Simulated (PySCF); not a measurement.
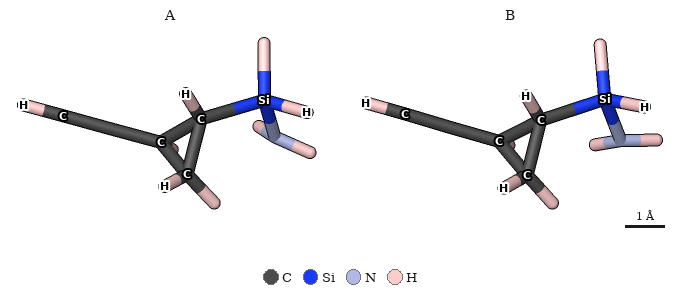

Two geometries of C$_{5}$H$_{9}$NSi, drawn at one scale. One is the start of a relaxation, the other its converged end. The picture is a stick view, seen at a tilt.

Level of theory: PySCF 2.14.0, density-fitted response routines, PBE0-D3(BJ)/def2-SVP geometry optimisation, gas phase. 

> Which one is relaxed?

Structure A is the relaxed one. The start comes from GFN2-xTB. Its atoms were then displaced at random by about 0.01 Å. An H atom moves most after the best rigid fit: 0.56 Å. By element the largest moves are H 0.56 Å, N 0.23 Å, C 0.13 Å, Si 0.03 Å. Near-neighbour distances that change, for instance: C–C 1.170 → 1.212 Å, C–H 1.051 → 1.094 Å, H–Si 1.466 → 1.499 Å, C–H 1.121 → 1.093 Å. Bond angles that change, for instance: C–C–H 119.3° → 116.1°, C–C–Si 121.9° → 118.8°, Si–C–H 113.7° → 116.7°. Groups turn about N–Si by about 30°. After 11 geometry steps the energy has fallen by 6.49 kcal/mol.
